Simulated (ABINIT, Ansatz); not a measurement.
# Re (Rhenium): phonons by linear response, part 3 of 4

How does Re (Rhenium) vibrate, and is this structure a minimum?

ABINIT 10.8.3; DFT PBE, scalar-relativistic, plane waves, PseudoDojo norm-conserving pseudopotentials.

So far. Step 4 (Self-consistent run for the response): The cell stands at -0.33 GPa: the relaxation ran with a smoothed and higher cutoff, and the difference is a stress of the finite basis. Step 5 (Zone-centre response): The acoustic modes at Γ come out as far as 2.7 cm⁻¹ from zero, where they should vanish, a small numerical error. The relaxed cell has a = 2.774, c = 4.488 Å (conventional setting).

### Step 7. Dispersion

anaddb transforms the dynamical matrices to force constants and back along the path; points of the mesh come back as solved, but for the sum rule and, in polar crystals, the LO-TO term at Γ; the rest is interpolation.

anaddb.abi reads:

```
ddb_filepath "all_DDB"
output_file "anaddb.abo"
outdata_prefix "anaddb"
ifcflag 1
ngqpt 3 3 2
nqshft 1
q1shft 0.0 0.0 0.0
asr 1
chneut 0
dipdip 0
dipquad 0
quadquad 0
enunit 0
eivec 0
nph1l 93
qph1l 
    0.0 0.0 0.0 1.0
    0.05 0.0 0.0 1.0
    0.1 0.0 0.0 1.0
    0.15 0.0 0.0 1.0
    0.2 0.0 0.0 1.0
    0.25 0.0 0.0 1.0
    0.3 0.0 0.0 1.0
    0.35 0.0 0.0 1.0
    0.4 0.0 0.0 1.0
    0.45 0.0 0.0 1.0
    0.5 0.0 0.0 1.0
    0.48333333 0.03333333 0.0 1.0
    0.46666667 0.06666667 0.0 1.0
    0.45 0.1 0.0 1.0
    0.43333333 0.13333333 0.0 1.0
    0.41666667 0.16666667 0.0 1.0
    0.4 0.2 0.0 1.0
    0.38333333 0.23333333 0.0 1.0
    0.36666667 0.26666667 0.0 1.0
    0.35 0.3 0.0 1.0
    0.33333333 0.33333333 0.0 1.0
    0.3 0.3 0.0 1.0
    0.26666667 0.26666667 0.0 1.0
    0.23333333 0.23333333 0.0 1.0
    0.2 0.2 0.0 1.0
    0.16666667 0.16666667 0.0 1.0
    0.13333333 0.13333333 0.0 1.0
    0.1 0.1 0.0 1.0
    0.06666667 0.06666667 0.0 1.0
    0.03333333 0.03333333 0.0 1.0
    0.0 0.0 0.0 1.0
    0.0 0.0 0.05 1.0
    0.0 0.0 0.1 1.0
    0.0 0.0 0.15 1.0
    0.0 0.0 0.2 1.0
    0.0 0.0 0.25 1.0
    0.0 0.0 0.3 1.0
    0.0 0.0 0.35 1.0
    0.0 0.0 0.4 1.0
    0.0 0.0 0.45 1.0
    0.0 0.0 0.5 1.0
    0.05 0.0 0.5 1.0
    0.1 0.0 0.5 1.0
    0.15 0.0 0.5 1.0
    0.2 0.0 0.5 1.0
    0.25 0.0 0.5 1.0
    0.3 0.0 0.5 1.0
    0.35 0.0 0.5 1.0
    0.4 0.0 0.5 1.0
    0.45 0.0 0.5 1.0
    0.5 0.0 0.5 1.0
    0.48333333 0.03333333 0.5 1.0
    0.46666667 0.06666667 0.5 1.0
    0.45 0.1 0.5 1.0
    0.43333333 0.13333333 0.5 1.0
    0.41666667 0.16666667 0.5 1.0
    0.4 0.2 0.5 1.0
    0.38333333 0.23333333 0.5 1.0
    0.36666667 0.26666667 0.5 1.0
    0.35 0.3 0.5 1.0
    0.33333333 0.33333333 0.5 1.0
    0.3 0.3 0.5 1.0
    0.26666667 0.26666667 0.5 1.0
    0.23333333 0.23333333 0.5 1.0
    0.2 0.2 0.5 1.0
    0.16666667 0.16666667 0.5 1.0
    0.13333333 0.13333333 0.5 1.0
    0.1 0.1 0.5 1.0
    0.06666667 0.06666667 0.5 1.0
    0.03333333 0.03333333 0.5 1.0
    0.0 0.0 0.5 1.0
    0.5 0.0 0.5 1.0
    0.5 0.0 0.45 1.0
    0.5 0.0 0.4 1.0
    0.5 0.0 0.35 1.0
    0.5 0.0 0.3 1.0
    0.5 0.0 0.25 1.0
    0.5 0.0 0.2 1.0
    0.5 0.0 0.15 1.0
    0.5 0.0 0.1 1.0
    0.5 0.0 0.05 1.0
    0.5 0.0 0.0 1.0
    0.33333333 0.33333333 0.5 1.0
    0.33333333 0.33333333 0.45 1.0
    0.33333333 0.33333333 0.4 1.0
    0.33333333 0.33333333 0.35 1.0
    0.33333333 0.33333333 0.3 1.0
    0.33333333 0.33333333 0.25 1.0
    0.33333333 0.33333333 0.2 1.0
    0.33333333 0.33333333 0.15 1.0
    0.33333333 0.33333333 0.1 1.0
    0.33333333 0.33333333 0.05 1.0
    0.33333333 0.33333333 0.0 1.0
```

mrgddb.in reads:

```
all_DDB
merged
6
dfpt_gammao_DDB
dfpt_qo_DS1_DDB
dfpt_qo_DS2_DDB
dfpt_qo_DS3_DDB
dfpt_qo_DS4_DDB
dfpt_qo_DS5_DDB
```

Started as:

```sh
mrgddb < mrgddb.in > mrgddb.log
OMP_NUM_THREADS=1 anaddb anaddb.abi > anaddb.log
```

anaddb.abo, the main output file:

```text
[banners, grids, parts of the stress and lines that vanish by symmetry left out]
-outvars_anaddb: echo values of input variables ----------------------

 Flags :
[...]
Phonon wavevector (reduced coordinates) :  0.00000  0.00000  0.00000
 Phonon energies in Hartree :
[...]
Phonon frequencies in cm-1    :
-  0.000000E+00  0.000000E+00  0.000000E+00  1.055704E+02  1.133786E+02
-  1.133786E+02
[...]
Phonon wavevector (reduced coordinates) :  0.05000  0.00000  0.00000
 Phonon energies in Hartree :
[...]
Phonon frequencies in cm-1    :
-  1.895346E+01  1.963642E+01  3.198162E+01  1.072906E+02  1.134968E+02
-  1.158883E+02
[...]
Phonon wavevector (reduced coordinates) :  0.10000  0.00000  0.00000
 Phonon energies in Hartree :
[...]
Phonon frequencies in cm-1    :
-  3.724051E+01  3.876168E+01  6.304969E+01  1.121401E+02  1.138288E+02
-  1.228764E+02
[...]
Phonon wavevector (reduced coordinates) :  0.15000  0.00000  0.00000
 Phonon energies in Hartree :
[...]
Phonon frequencies in cm-1    :
-  5.425018E+01  5.680803E+01  9.232269E+01  1.143142E+02  1.193556E+02
-  1.330284E+02
[...]
Phonon wavevector (reduced coordinates) :  0.20000  0.00000  0.00000
 Phonon energies in Hartree :
[...]
Phonon frequencies in cm-1    :
-  6.947623E+01  7.315304E+01  1.148723E+02  1.189622E+02  1.280472E+02
-  1.448585E+02
[...]
Phonon wavevector (reduced coordinates) :  0.25000  0.00000  0.00000
 Phonon energies in Hartree :
[...]
Phonon frequencies in cm-1    :
-  8.255485E+01  8.721190E+01  1.154199E+02  1.373878E+02  1.421023E+02
-  1.571965E+02
  Phonon wavevector (reduced coordinates) :  0.30000  0.00000  0.00000
 Phonon energies in Hartree :
[...]
Phonon frequencies in cm-1    :
-  9.328612E+01  9.858954E+01  1.158779E+02  1.465967E+02  1.605086E+02
-  1.696675E+02
  Phonon wavevector (reduced coordinates) :  0.35000  0.00000  0.00000
 Phonon energies in Hartree :
[...]
Phonon frequencies in cm-1    :
-  1.016377E+02  1.071766E+02  1.161607E+02  1.548737E+02  1.729717E+02
-  1.822871E+02
  Phonon wavevector (reduced coordinates) :  0.40000  0.00000  0.00000
 Phonon energies in Hartree :
[...]
Phonon frequencies in cm-1    :
-  1.077326E+02  1.130924E+02  1.161501E+02  1.614390E+02  1.808837E+02
-  1.928255E+02
  Phonon wavevector (reduced coordinates) :  0.45000  0.00000  0.00000
 Phonon energies in Hartree :
[...]
Phonon frequencies in cm-1    :
-  1.118248E+02  1.156600E+02  1.165361E+02  1.656516E+02  1.854992E+02
-  1.994827E+02
  Phonon wavevector (reduced coordinates) :  0.50000  0.00000  0.00000
 Phonon energies in Hartree :
[...]
Phonon frequencies in cm-1    :
-  1.140154E+02  1.146603E+02  1.176649E+02  1.671022E+02  1.870338E+02
-  2.017383E+02
  Phonon wavevector (reduced coordinates) :  0.48333  0.03333  0.00000
 Phonon energies in Hartree :
[...]
Phonon frequencies in cm-1    :
-  1.142120E+02  1.155580E+02  1.182608E+02  1.669270E+02  1.870219E+02
-  2.014680E+02
  Phonon wavevector (reduced coordinates) :  0.46667  0.06667  0.00000
 Phonon energies in Hartree :
[...]
Phonon frequencies in cm-1    :
-  1.147796E+02  1.181592E+02  1.199996E+02  1.664041E+02  1.869923E+02
-  2.006678E+02
  Phonon wavevector (reduced coordinates) :  0.45000  0.10000  0.00000
 Phonon energies in Hartree :
[...]
Phonon frequencies in cm-1    :
-  1.156554E+02  1.222073E+02  1.227436E+02  1.655403E+02  1.869620E+02
-  1.993702E+02
[...]
Phonon wavevector (reduced coordinates) :  0.10000  0.00000  0.50000
 Phonon energies in Hartree :
[...]
Phonon frequencies in cm-1    :
-  8.486035E+01  8.486035E+01  9.372192E+01  9.372192E+01  1.600403E+02
-  1.600403E+02
  Phonon wavevector (reduced coordinates) :  0.15000  0.00000  0.50000
 Phonon energies in Hartree :
[...]
Phonon frequencies in cm-1    :
-  9.009293E+01  9.009293E+01  1.063174E+02  1.063174E+02  1.580836E+02
-  1.580836E+02
  Phonon wavevector (reduced coordinates) :  0.20000  0.00000  0.50000
 Phonon energies in Hartree :
[...]
Phonon frequencies in cm-1    :
-  9.649781E+01  9.649781E+01  1.174592E+02  1.174592E+02  1.571850E+02
-  1.571850E+02
  Phonon wavevector (reduced coordinates) :  0.25000  0.00000  0.50000
 Phonon energies in Hartree :
[...]
Phonon frequencies in cm-1    :
-  1.033960E+02  1.033960E+02  1.216801E+02  1.216801E+02  1.609731E+02
-  1.609731E+02
  Phonon wavevector (reduced coordinates) :  0.30000  0.00000  0.50000
 Phonon energies in Hartree :
[...]
Phonon frequencies in cm-1    :
-  1.101207E+02  1.101207E+02  1.175869E+02  1.175869E+02  1.698794E+02
-  1.698794E+02
  Phonon wavevector (reduced coordinates) :  0.35000  0.00000  0.50000
 Phonon energies in Hartree :
[...]
Phonon frequencies in cm-1    :
-  1.092251E+02  1.092251E+02  1.160634E+02  1.160634E+02  1.797723E+02
-  1.797723E+02
[...]
Phonon wavevector (reduced coordinates) :  0.33333  0.33333  0.05000
 Phonon energies in Hartree :
[...]
Phonon frequencies in cm-1    :
-  1.223821E+02  1.489011E+02  1.489011E+02  1.531036E+02  1.877998E+02
-  1.877998E+02
  Phonon wavevector (reduced coordinates) :  0.33333  0.33333  0.00000
 Phonon energies in Hartree :
[...]
Phonon frequencies in cm-1    :
-  1.216900E+02  1.508982E+02  1.508982E+02  1.528963E+02  1.874717E+02
-  1.874717E+02
-
```

It took 0.52 s on 1 thread of Arm Neoverse V1, shared host.

Numbers from this step:

```yaml
lowest_frequency_on_the_path: 0 cm⁻¹
```

Anaddb. The phonon branches at the labelled points (cm⁻¹):

| point | branch 1 | branch 2 | branch 3 | branch 4 | branch 5 | branch 6 |
| --- | --- | --- | --- | --- | --- | --- |
| Γ | 0 | 0 | 0 | 106 | 113 | 113 |
| M | 114 | 115 | 118 | 167 | 187 | 202 |
| K | 122 | 151 | 151 | 153 | 188 | 188 |
| Γ | 0 | 0 | 0 | 106 | 113 | 113 |
| A | 80 | 80 | 80 | 80 | 162 | 162 |
| L | 90 | 90 | 125 | 125 | 195 | 195 |
| H | 48 | 48 | 154 | 154 | 190 | 190 |
| A | 80 | 80 | 80 | 80 | 162 | 162 |
| jump to L | 90 | 90 | 125 | 125 | 195 | 195 |
| M | 114 | 115 | 118 | 167 | 187 | 202 |
| jump to H | 48 | 48 | 154 | 154 | 190 | 190 |
| K | 122 | 151 | 151 | 153 | 188 | 188 |

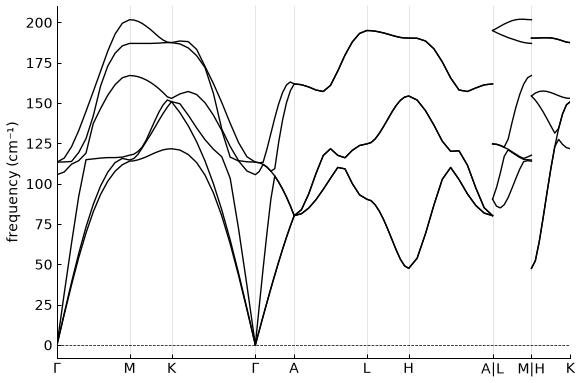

Phonon branches along the path.

All branches are real along the path.

### Step 8. Density of states

Sums over the zone need many more wavevectors than were solved, so the interpolation is sampled on a dense mesh.

anaddb.abi reads:

```
ddb_filepath "all_DDB"
output_file "anaddb.abo"
outdata_prefix "anaddb"
ifcflag 1
ngqpt 3 3 2
nqshft 1
q1shft 0.0 0.0 0.0
asr 1
chneut 0
dipdip 0
dipquad 0
quadquad 0
prtdos 2
ng2qpt 19 19 10
dosdeltae 4.5563e-06
ntemper 11
temperinc 100.0
tempermin 0.0
```

Started as:

```sh
OMP_NUM_THREADS=1 anaddb anaddb.abi > anaddb.log
```

anaddb.abo, the main output file:

```text
-outvars_anaddb: echo values of input variables ----------------------

 Flags :
     ifcflag         1
 Miscellaneous information :
         asr         1
      chneut         0
 Interatomic Force Constants Inputs :
      dipdip         0
     dipquad         0
    quadquad         0
      ifcana         0
      ifcout         0
 Description of grid 1 :
        brav         1
       ngqpt         3         3         2
      nqshft         1
      q1shft
                     0.00000000E+00  0.00000000E+00  0.00000000E+00
 Phonon DOS information :
   dosdeltae  4.55630000E-06
    dossmear  4.55633525E-06
 Description of grid 2 (Fourier interp. or BZ sampling):
      ng2qpt        19        19        10
      ngrids         4
      q2shft         0.00000000E+00  0.00000000E+00  0.00000000E+00

================================================================================

 read the DDB information and perform some checks

  ==== Info on the Cryst% object ====
 Real(R)+Recip(G) space primitive vectors, cartesian coordinates (Bohr,Bohr^-1):
 R(1)=  5.2419345  0.0000000  0.0000000  G(1)=  0.1907693  0.1101407  0.0000000
 R(2)= -2.6209672  4.5396484  0.0000000  G(2)=  0.0000000  0.2202814  0.0000000
 R(3)=  0.0000000  0.0000000  8.4815411  G(3)=  0.0000000  0.0000000  0.1179031
 Unit cell volume ucvol=  2.0183133E+02 bohr^3
 Angles (23,13,12)=  9.00000000E+01  9.00000000E+01  1.20000000E+02 degrees
 Time-reversal symmetry is present
 Reduced atomic positions [iatom, xred, symbol]:
    1)    0.3333333  0.6666667  0.2500000  Re
    2)    0.6666667  0.3333333  0.7500000  Re

 DDB file with 6 blocks has been read.

================================================================================

 Calculation of the interatomic forces

       Homogeneous q point set in the B.Z.
 Grid q points  :       18
  1)   0.00000000E+00  0.00000000E+00  0.00000000E+00
  2)   3.33333333E-01  0.00000000E+00  0.00000000E+00
  3)  -3.33333333E-01  0.00000000E+00  0.00000000E+00
  4)   0.00000000E+00  3.33333333E-01  0.00000000E+00
  5)   3.33333333E-01  3.33333333E-01  0.00000000E+00
  6)  -3.33333333E-01  3.33333333E-01  0.00000000E+00
  7)   0.00000000E+00 -3.33333333E-01  0.00000000E+00
  8)   3.33333333E-01 -3.33333333E-01  0.00000000E+00
  9)  -3.33333333E-01 -3.33333333E-01  0.00000000E+00
 10)   0.00000000E+00  0.00000000E+00  5.00000000E-01
 11)   3.33333333E-01  0.00000000E+00  5.00000000E-01
 12)  -3.33333333E-01  0.00000000E+00  5.00000000E-01
 13)   0.00000000E+00  3.33333333E-01  5.00000000E-01
 14)   3.33333333E-01  3.33333333E-01  5.00000000E-01
 15)  -3.33333333E-01  3.33333333E-01  5.00000000E-01
 16)   0.00000000E+00 -3.33333333E-01  5.00000000E-01
 17)   3.33333333E-01 -3.33333333E-01  5.00000000E-01
 18)  -3.33333333E-01 -3.33333333E-01  5.00000000E-01

 The interatomic forces have been obtained

================================================================================

 Calculation of phonon density of states

 Average speed of sound partial sums:     0.1486848665E-02 (at units)
-                                   =           3.2528 [km/s]

 Debye frequency from partial sums:     0.9879938375E-03 (Ha)
-                                 =     0.6500687166E+01 (THz)
-Debye temperature from partial sums:     0.3119837786E+03 (K)

 Average speed of sound:     0.1474648544E-02 (at units)
-                      =           3.2261 [km/s]

 Debye frequency from DOS:     0.9798869973E-03 (Ha)
-                        =     0.6447346720E+01 (THz)
-Debye temperature from DOS:     0.3094238409E+03 (K)

-
```

Run time: 0.63 s. Hardware: 1 thread.

Read from the output:

* share of modes beyond 3i cm⁻¹ on the dense interpolated mesh: 0
* zero-point energy per atom: 24.82 meV
* heat capacity at 300 K: 24.06 J/(mol atoms K)
* vibrational entropy at 300 K: 37.50 J/(mol atoms K)

The phonon density of states has structure finer than the step of the table below, so its rows give means over 10 cm⁻¹, whole bins alone (the curve runs from -30 to 220 cm⁻¹). Peaks (cm⁻¹: height): 117.0: 0.106, 190.0: 0.107.

Tetrahedra. Table of phonon density of states by wavenumber; means over each step:

| wavenumber (cm⁻¹) | phonon density of states (1/cm⁻¹/cell) |
| --- | --- |
| 0 | 3.0e-6 |
| 10 | 6.6e-5 |
| 20 | 3.1e-4 |
| 30 | 8.3e-4 |
| 40 | 0.00165 |
| 50 | 0.00305 |
| 60 | 0.00629 |
| 70 | 0.0107 |
| 80 | 0.0178 |
| 90 | 0.0307 |
| 100 | 0.0539 |
| 110 | 0.0723 |
| 120 | 0.0897 |
| 130 | 0.0613 |
| 140 | 0.0423 |
| 150 | 0.0376 |
| 160 | 0.0324 |
| 170 | 0.0226 |
| 180 | 0.0353 |
| 190 | 0.0688 |
| 200 | 0.0119 |
| 210 | 0 |

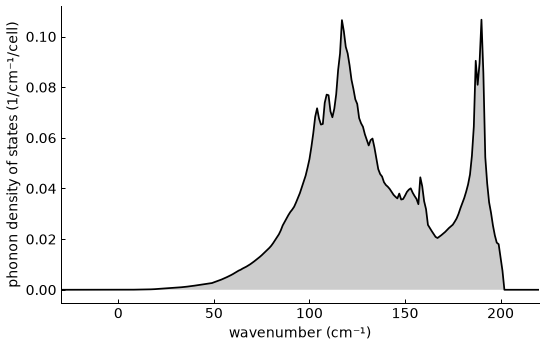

Phonon density of states against wavenumber.

Harmonic thermodynamic functions per atom, summed over the density of states scaled to three modes an atom; melting is ignored. Thermodynamic functions:

| T (K) | F_vib (meV/atom) | S (J/mol-atom/K) | C_V (J/mol-atom/K) |
| --- | --- | --- | --- |
| 0 | 24.82 | 0 | 0 |
| 50 | 24.34 | 3.631 | 8.962 |
| 100 | 19.95 | 13.3 | 18.39 |
| 200 | -2.02 | 27.93 | 23.01 |
| 300 | -36.22 | 37.5 | 24.06 |
| 400 | -78.86 | 44.48 | 24.44 |
| 500 | -127.9 | 49.95 | 24.62 |
| 600 | -182.1 | 54.45 | 24.72 |
| 700 | -240.5 | 58.27 | 24.78 |
| 800 | -302.7 | 61.58 | 24.82 |
| 900 | -368 | 64.5 | 24.84 |
| 1000 | -436.3 | 67.12 | 24.86 |

At 300 K the heat capacity has reached 96 % of the Dulong-Petit value.

(Continued in part 4 of 4.)

[Host names and launcher messages were left out of these logs when they were recorded.]

[Logs are printed without paths, hosts, clocks, repeated set-up lines and the standing remarks that a program may print on its own settings, such as how far it seeks lower states.]

[Hosts, paths, dates, database ids (printed as entryN), source tags and the programs' standing remarks are cut or masked in the printed files.]
